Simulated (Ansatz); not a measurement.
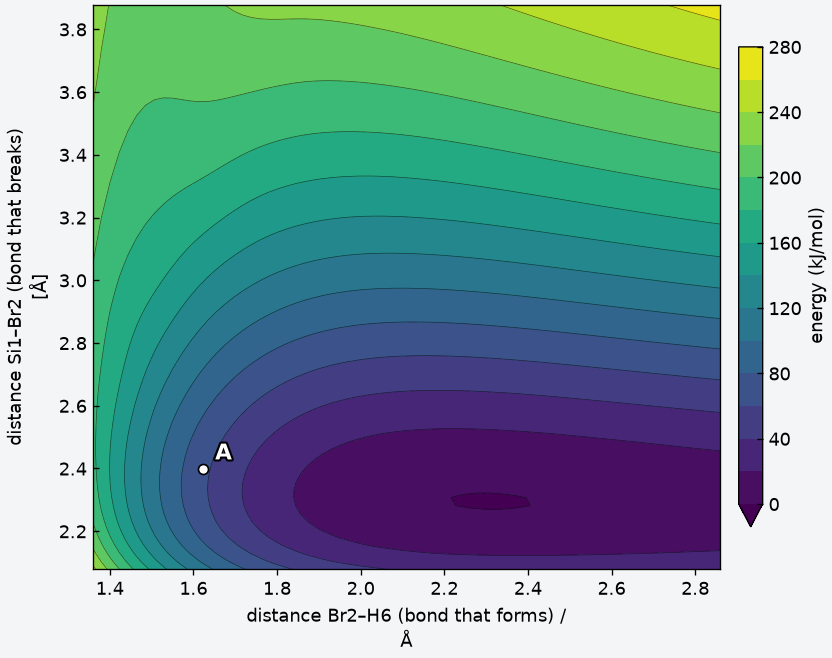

The reacting system BrFH₄OSi (fragments BrH₃OSi + FH where the first distance is long, H₂OSi + BrH + FH where the second is long). First axis: distance Br2–H6 (bond that forms). Second axis: distance Si1–Br2 (bond that breaks). Relaxed at each point: all other coordinates. The grid has 13 × 13 points. Points are written as (first, second). All energies are given in kJ/mol relative to the lowest grid point. The reference is spin-restricted, so regions where a bond is pulled apart into radicals lie too high. Theory: RKS PBE-D4/def2-SVP (Ansatz 0.2.0).

In the figure: filled contours, the point A. Between grid points the surface is interpolated.

Which way does the force act at A, and how strong is it?

A, at (1.624 Å, 2.397 Å), is not a stationary point. The computed force is 290 kJ/mol for each Å towards larger values of the first coordinate and 46 kJ/mol for each Å towards smaller values of the second coordinate.
